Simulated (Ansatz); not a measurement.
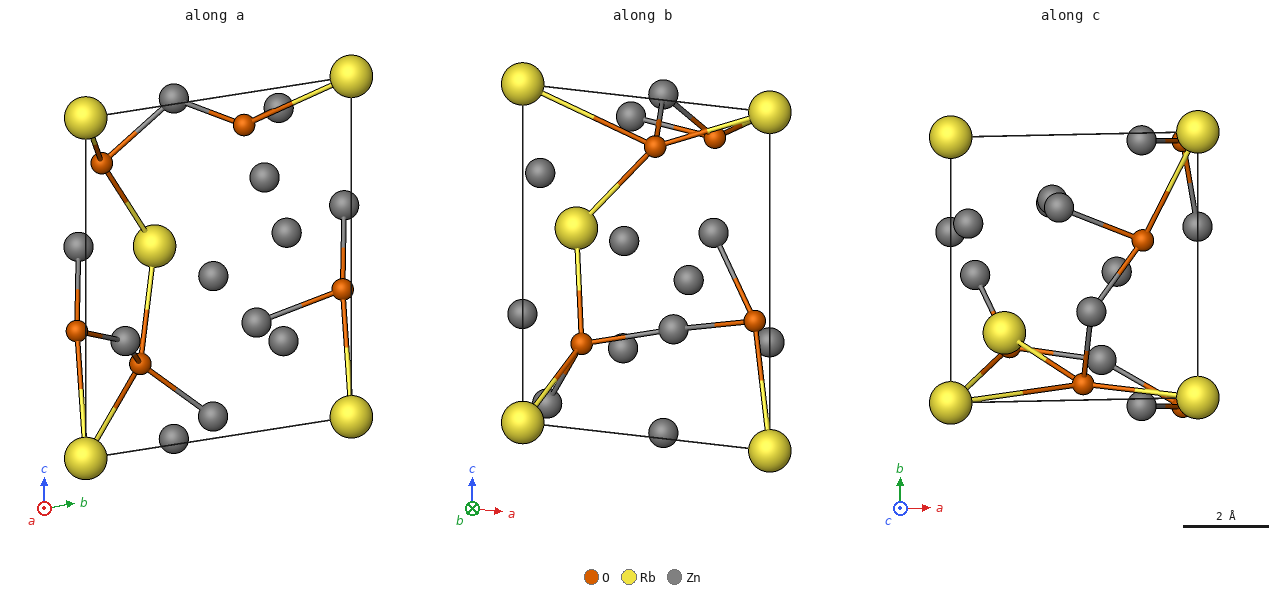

Figure: ball-and-stick view along the a axis, along the b axis and along the c axis. Thin lines show the simulation cell, with boundary atoms drawn in all their periodic places.

The box has a = 5.86 Å, b = 6.33 Å, c = 8.06 Å, α = 81.18°, β = 96.42°, γ = 89.78°.

Bonds are drawn for O–Rb up to 3.69 Å, O–Zn up to 2.44 Å (cut-off distances).

The composition is RbZn$_{5}$O$_{2}$.

Q: What extended units do the bonds make?

A: With all bonds counted the structure is a three-dimensional framework. Leaving out the bonds to Rb, what remains is Zn7O4 chains along [010].

Q: Can this be described as an ordered crystal structure?

A: No. The atoms show no order inside the cell (space group P1); it is a periodic model of a disordered solid.

Provenance: a made-up disordered cell; not relaxed. It was run through Ansatz as a DFT input.

At this level of theory the cell isn't at rest (forces up to 1.5 eV/Å), so its distances can differ from those at equilibrium, the more so the softer the solid.
